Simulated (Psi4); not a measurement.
# SiH4: single-point calculation (part 2 of 2)

The same run, continued: SiH4; CASSCF/cc-pCVDZ, RHF (Psi4 1.11). The atoms were displaced at random from an optimised geometry.

Geometry of the input (Å):
```
Si 0.0140  -0.0227  -0.0330
H  0.0329  -0.0663  1.3874
H  1.3773  -0.0283  -0.5417
H  -0.5856  1.3035  -0.5462
H  -0.6640  -1.1671  -0.4715
```

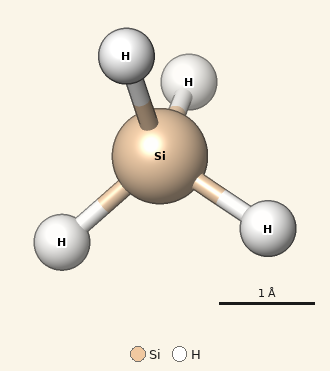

The structure (ball-and-stick view, seen at an oblique angle).

What the program printed, continued:
```
  Performing in-core PK
  Using 1273512 doubles for integral storage.
  We computed 38226 shell quartets total.
  Whereas there are 38226 unique shell quartets.

  ==> DiskJK: Disk-Based J/K Matrices <==

    J tasked:                  Yes
    K tasked:                  Yes
    wK tasked:                  No
    Memory [MiB]:             1220
    Schwarz Cutoff:          1E-12

   ==> Starting MCSCF iterations <==

        Iter         Total Energy       Delta E   Orb RMS    CI RMS  NCI NORB
(sem_iter): H0block_->H0b_diag[1][1] - H0block_->H0b_diag[2][1] = -0.670241 - 0.670241 = -1.340482 > 1.0E-8
(sem_iter): H0block_->H0b_diag[1][2] - H0block_->H0b_diag[2][2] = 0.007131 - -0.007131 = 0.014261 > 1.0E-8
(sem_iter): H0block_->H0b_diag[1][3] - H0block_->H0b_diag[2][3] = 0.161482 - -0.161482 = 0.322964 > 1.0E-8
(sem_iter): H0block_->H0b_diag[1][4] - H0block_->H0b_diag[2][4] = -0.005110 - 0.005110 = -0.010219 > 1.0E-8
(sem_iter): H0block_->H0b_diag[1][5] - H0block_->H0b_diag[2][5] = -0.091691 - 0.091691 = -0.183382 > 1.0E-8
(sem_iter): H0block_->H0b_diag[1][7] - H0block_->H0b_diag[2][7] = -0.009133 - 0.009133 = -0.018266 > 1.0E-8
   @MCSCF  1:   -290.988362588643    2.4858e-01  7.18e-03  0.00e+00   12    1  Initial CI
   @MCSCF  2:   -290.999450764606   -1.1088e-02  3.24e-03  0.00e+00   12    1  TS
   @MCSCF  3:   -291.003024721381   -3.5740e-03  1.85e-03  0.00e+00   12    1  TS
   @MCSCF  4:   -291.005827711536   -2.8030e-03  1.49e-03  0.00e+00   12    1  TS, DIIS
   @MCSCF  5:   -291.008285534079   -2.4578e-03  1.30e-03  0.00e+00   12    1  TS, DIIS
   @MCSCF  6:   -291.012121302554   -3.8358e-03  1.08e-03  0.00e+00   12    1  TS, DIIS
   @MCSCF  7:   -291.014025435972   -1.9041e-03  9.10e-04  0.00e+00   12    1  TS, DIIS
   @MCSCF  8:   -291.014325695402   -3.0026e-04  7.23e-04  4.43e-07   12    1  TS, DIIS
   @MCSCF  9:   -291.014949398227   -6.2370e-04  2.89e-04  0.00e+00   12    1  TS, DIIS
   @MCSCF 10:   -291.015165715436   -2.1632e-04  2.41e-04  0.00e+00   12    1  TS, DIIS
   @MCSCF 11:   -291.015176482111   -1.0767e-05  9.92e-05  1.43e-07   12    1  TS, DIIS
   @MCSCF 12:   -291.015180753330   -4.2712e-06  6.89e-05  0.00e+00   12    1  TS, DIIS
   @MCSCF 13:   -291.015187047660   -6.2943e-06  5.24e-05  0.00e+00   12    1  TS, DIIS
   @MCSCF 14:   -291.015191674886   -4.6272e-06  5.11e-05  0.00e+00   12    1  TS, DIIS
   @MCSCF 15:   -291.015193138993   -1.4641e-06  2.83e-05  0.00e+00   12    1  TS, DIIS
   @MCSCF 16:   -291.015193850856   -7.1186e-07  1.81e-05  0.00e+00   12    1  TS, DIIS
   @MCSCF 17:   -291.015194410970   -5.6011e-07  1.46e-05  0.00e+00   12    1  TS, DIIS
   @MCSCF 18:   -291.015194681171   -2.7020e-07  1.11e-05  0.00e+00   12    1  TS, DIIS
   @MCSCF 19:   -291.015194800384   -1.1921e-07  8.17e-06  0.00e+00   12    1  TS, DIIS
   @MCSCF 20:   -291.015194868001   -6.7617e-08  6.22e-06  0.00e+00   12    1  TS, DIIS

          @MCSCF has converged!

   @MCSCF Final Energy: -291.015194868000606

   Computing CI Natural Orbitals

   ==> Starting CI iterations <==

    H0 Block Eigenvalue = -291.25497898

    Simultaneous Expansion Method (Block Davidson Method)
    Using 3 initial trial vectors

(sem_iter): H0block_->H0b_diag[1][1] - H0block_->H0b_diag[2][1] = 0.513696 - -0.513696 = 1.027393 > 1.0E-8
(sem_iter): H0block_->H0b_diag[1][2] - H0block_->H0b_diag[2][2] = 0.447136 - -0.447136 = 0.894272 > 1.0E-8
(sem_iter): H0block_->H0b_diag[1][4] - H0block_->H0b_diag[2][4] = -0.001940 - 0.001940 = -0.003880 > 1.0E-8
(sem_iter): H0block_->H0b_diag[1][5] - H0block_->H0b_diag[2][5] = 0.078818 - -0.078818 = 0.157635 > 1.0E-8
     Iter   Root       Total Energy       Delta E      C RMS

   @CI  0:     0   -291.254978979498   -1.3249E+01   6.2092E-03
   @CI  0:     1   -290.900249621024   -1.2894E+01   1.0795E-02
   @CI  0:     2   -290.890237448801   -1.2884E+01   1.1173E-02

   @CI  1:     0   -291.254992929751   -1.3950E-05   9.3628E-04
   @CI  1:     1   -290.900299057268   -4.9436E-05   1.4498E-03
   @CI  1:     2   -290.890289891437   -5.2443E-05   1.5379E-03

   @CI  2:     0   -291.254993251341   -3.2159E-07   2.4141E-04
   @CI  2:     1   -290.900300103119   -1.0459E-06   2.9985E-04
   @CI  2:     2   -290.890291056862   -1.1654E-06   3.6079E-04

   @CI  3:     0   -291.254993280439   -2.9099E-08   1.0346E-04 c
   @CI  3:     1   -290.900300161037   -5.7917E-08   9.0595E-05 c
   @CI  3:     2   -290.890291134224   -7.7362E-08   1.1203E-04 c

   ==> Energetics <==

    SCF energy =         -291.236945630371110
    Total MCSCF energy = -291.015194868000606

   ==> MCSCF root 0 information <==

    MCSCF Root 0 energy =  -291.254993280439123

   Active Space Natural occupation numbers:

         A   1.997320         A   1.994328         A   1.990940
         A   1.979109         A   0.020890         A   0.009888
         A   0.007524

   The 20 most important determinants:

    *   1   -0.985018  (    0,    0)  6AX 7AX 8AX 9AX
    *   2    0.077344  (   15,   15)  6AX 7AX 8AX 12AX
    *   3   -0.057817  (    0,   15)  6AX 7AX 8AX 9AA 12AB
    *   4   -0.057817  (   15,    0)  6AX 7AX 8AX 9AB 12AA
    *   5    0.038036  (    6,    6)  6AX 7AX 9AX 11AX
    *   6   -0.032169  (    1,    0)  6AX 7AX 8AX 9AB 10AA
    *   7   -0.032169  (    0,    1)  6AX 7AX 8AX 9AA 10AB
    *   8    0.032103  (    3,    3)  6AX 8AX 9AX 10AX
    *   9    0.024799  (    3,    0)  6AX 7AB 8AX 9AX 10AA
    *  10    0.024799  (    0,    3)  6AX 7AA 8AX 9AX 10AB
    *  11   -0.024535  (    0,    5)  6AX 7AX 8AX 9AA 11AB
    *  12   -0.024535  (    5,    0)  6AX 7AX 8AX 9AB 11AA
    *  13    0.022878  (    2,    2)  6AX 7AX 9AX 10AX
    *  14    0.021449  (    5,    5)  6AX 7AX 8AX 11AX
    *  15   -0.020054  (   15,   17)  6AX 7AA 8AX 9AB 12AX
    *  16   -0.020054  (   17,   15)  6AX 7AB 8AX 9AA 12AX
    *  17    0.020054  (   17,   17)  6AX 8AX 9AX 12AX
    *  18    0.018730  (    8,    8)  7AX 8AX 9AX 11AX
    *  19   -0.017522  (    5,    2)  6AX 7AX 8AA 9AB 10AB 11AA
    *  20   -0.017522  (    2,    5)  6AX 7AX 8AB 9AA 10AA 11AB

   ==> MCSCF root 1 information <==

    MCSCF Root 1 energy =  -290.900300161036967

   Active Space Natural occupation numbers:

         A   1.996594         A   1.992759         A   1.941684
         A   1.018291         A   0.986815         A   0.046788
         A   0.017068

   The 20 most important determinants:

    *   1   -0.558141  (    0,    1)  6AX 7AX 8AX 9AA 10AB
    *   2   -0.558141  (    1,    0)  6AX 7AX 8AX 9AB 10AA
    *   3    0.336112  (    0,    5)  6AX 7AX 8AX 9AA 11AB
    *   4    0.336112  (    5,    0)  6AX 7AX 8AX 9AB 11AA
    *   5    0.206966  (    0,    2)  6AX 7AX 8AA 9AX 10AB
    *   6    0.206966  (    2,    0)  6AX 7AX 8AB 9AX 10AA
    *   7   -0.069715  (    6,    0)  6AX 7AX 8AB 9AX 11AA
    *   8   -0.069715  (    0,    6)  6AX 7AX 8AA 9AX 11AB
    *   9    0.055376  (   15,    2)  6AX 7AX 8AA 9AB 10AB 12AA
    *  10    0.055376  (    2,   15)  6AX 7AX 8AB 9AA 10AA 12AB
    *  11   -0.052433  (   15,    3)  6AX 7AA 8AX 9AB 10AB 12AA
    *  12   -0.052433  (    3,   15)  6AX 7AB 8AX 9AA 10AA 12AB
    *  13    0.044925  (   15,    1)  6AX 7AX 8AX 10AB 12AA
    *  14    0.044925  (    1,   15)  6AX 7AX 8AX 10AA 12AB
    *  15    0.035653  (    2,    2)  6AX 7AX 9AX 10AX
    *  16   -0.035463  (   15,    5)  6AX 7AX 8AX 11AB 12AA
    *  17   -0.035463  (    5,   15)  6AX 7AX 8AX 11AA 12AB
    *  18   -0.034071  (    6,   15)  6AX 7AX 8AB 9AA 11AA 12AB
    *  19   -0.034071  (   15,    6)  6AX 7AX 8AA 9AB 11AB 12AA
    *  20   -0.032747  (    0,   19)  6AX 7AX 8AA 9AA 10AB 12AB

   ==> MCSCF root 2 information <==

    MCSCF Root 2 energy =  -290.890291134223503

   Active Space Natural occupation numbers:

         A   1.990141         A   1.985856         A   1.903802
         A   1.081542         A   0.920479         A   0.085181
         A   0.032998

   The 20 most important determinants:

    *   1   -0.503435  (    0,    5)  6AX 7AX 8AX 9AA 11AB
    *   2   -0.503435  (    5,    0)  6AX 7AX 8AX 9AB 11AA
    *   3   -0.370100  (    1,    0)  6AX 7AX 8AX 9AB 10AA
    *   4   -0.370100  (    0,    1)  6AX 7AX 8AX 9AA 10AB
    *   5   -0.234510  (    0,    2)  6AX 7AX 8AA 9AX 10AB
    *   6   -0.234510  (    2,    0)  6AX 7AX 8AB 9AX 10AA
    *   7   -0.099658  (    0,    6)  6AX 7AX 8AA 9AX 11AB
    *   8   -0.099658  (    6,    0)  6AX 7AX 8AB 9AX 11AA
    *   9   -0.085964  (    3,    0)  6AX 7AB 8AX 9AX 10AA
    *  10   -0.085964  (    0,    3)  6AX 7AA 8AX 9AX 10AB
    *  11    0.078493  (    7,    0)  6AX 7AB 8AX 9AX 11AA
    *  12    0.078493  (    0,    7)  6AX 7AA 8AX 9AX 11AB
    *  13    0.073080  (   15,    5)  6AX 7AX 8AX 11AB 12AA
    *  14    0.073080  (    5,   15)  6AX 7AX 8AX 11AA 12AB
    *  15    0.049153  (    0,    0)  6AX 7AX 8AX 9AX
    *  16    0.048802  (    0,    8)  6AA 7AX 8AX 9AX 11AB
    *  17    0.048802  (    8,    0)  6AB 7AX 8AX 9AX 11AA
    *  18    0.044437  (   15,    1)  6AX 7AX 8AX 10AB 12AA
    *  19    0.044437  (    1,   15)  6AX 7AX 8AX 10AA 12AB
    *  20   -0.041477  (    3,   15)  6AX 7AB 8AX 9AA 10AA 12AB

Properties will be evaluated at   0.000000,   0.000000,   0.000000 [a0]

Properties computed using the CASSCF density matrix

 Multipole Moments:

 ------------------------------------------------------------------------------------
     Multipole            Electronic (a.u.)      Nuclear  (a.u.)        Total (a.u.)
 ------------------------------------------------------------------------------------

 L = 1.  Multiply by 2.5417464519 to convert [e a0] to [Debye]
 Dipole X            :         -0.0790579            0.0855809            0.0065230
 Dipole Y            :          0.1041500            0.1085392            0.2126892
 Dipole Z            :         -0.0263073           -0.0327117           -0.0590189
 Magnitude           :                                                    0.2208223

 ------------------------------------------------------------------------------------
```

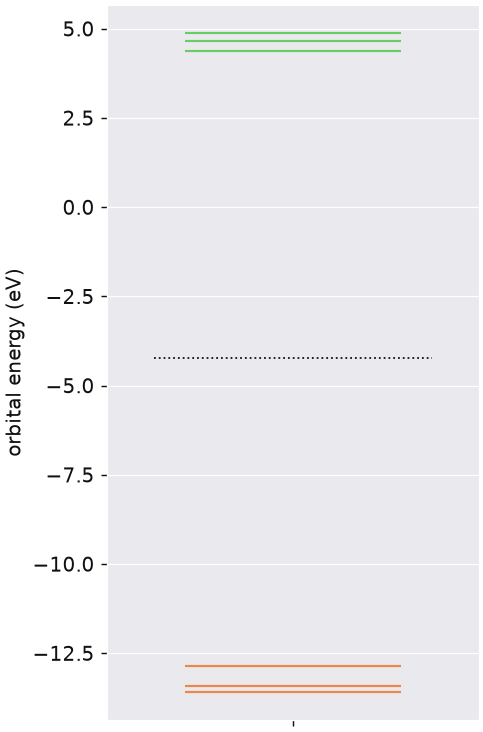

Orbital energies near the frontier (SCF reference); the dotted line parts filled from empty levels, and levels within 0.02 eV of each other stand side by side. Highest filled −12.85 eV, lowest empty 4.38 eV, 17.23 eV apart.

Summary:

```csv
quantity,value
outcome,converged
total energy,−291.015195 hartree
SCF energy,−291.236946 hartree
CASSCF energy,−291.015195 hartree
correlation energy,0.221751 hartree
basis functions,47
HOMO of the SCF reference,−12.85 eV
LUMO of the SCF reference,4.38 eV
hardware,"1 thread of Intel Xeon @ 2.50GHz (Skylake/Cascade Lake), 64 GiB of memory available, shared host"
wall time,17 s
peak memory,0.34 GiB
```

The record of the run, not the program, notes: active space taken by orbital order; may be a local solution.
